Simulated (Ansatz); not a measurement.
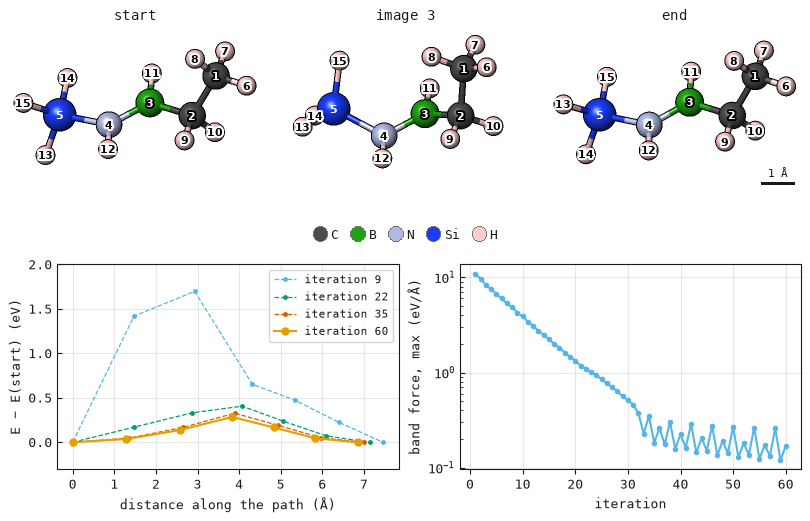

A search for the minimum-energy path of C2H10BNSi by the nudged elastic band. Images are numbered from 0 (start) to 6 (end). The plot follows the band through its iterations. A ball-and-stick model, seen at a tilt.

The calculation used Ansatz, RKS B3LYP-D4/def2-SVP. Run with 5 movable images; climbing image; force threshold 0.05 eV/Å; iteration limit 60; optimiser L-BFGS; largest step 0.02 Å; starting path through a guess of the saddle point.

Judge this run.

Answer. The result isn't final. The band hadn't converged when the run stopped after 60 iterations. The largest component of the band force went from 11 to 0.17 eV/Å. The barrier read from it is provisional, though the highest image hardly moved in the last two iterations. The step length is far from the usual. The first iteration put the highest image at 5.668 eV. The barrier is about 0.284 eV in both directions, with image 3 at the top; the ends have the same energy.

The run took 8.5 min on 2 threads of Intel(R) Xeon(R) 6975P-C (Granite Rapids), on a shared host, peak memory 0.31 GiB.
